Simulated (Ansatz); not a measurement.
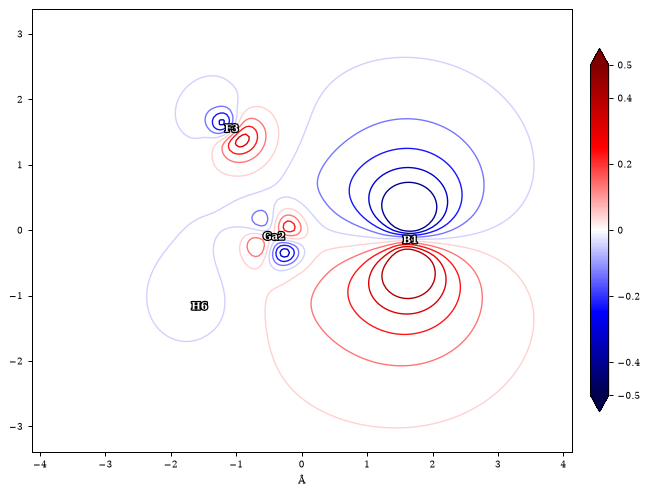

Figure 1: BFGaH3. The LUMO on the plane of atoms B1, Ga2 and F3 (values in Å⁻³ᐟ²; the overall sign is arbitrary).

Computed with RKS PBE0-D4/def2-TZVP (Ansatz 0.2.0).

```xyz
6

B    -0.7407    0.4429   -0.7334
Ga    0.6230   -0.2480    0.6767
F     1.1545   -1.9091    0.3712
H    -1.9193    0.3118   -0.5815
H    -0.3796    0.9908   -1.7327
H     1.3041    0.3477    1.9535
```

### What is the character of this orbital?

It lies mainly on B1 (about 65 %), Ga2 (about 20 %), H4 (about 5 %) and H5 (about 5 %). Its energy is −2.74 eV.
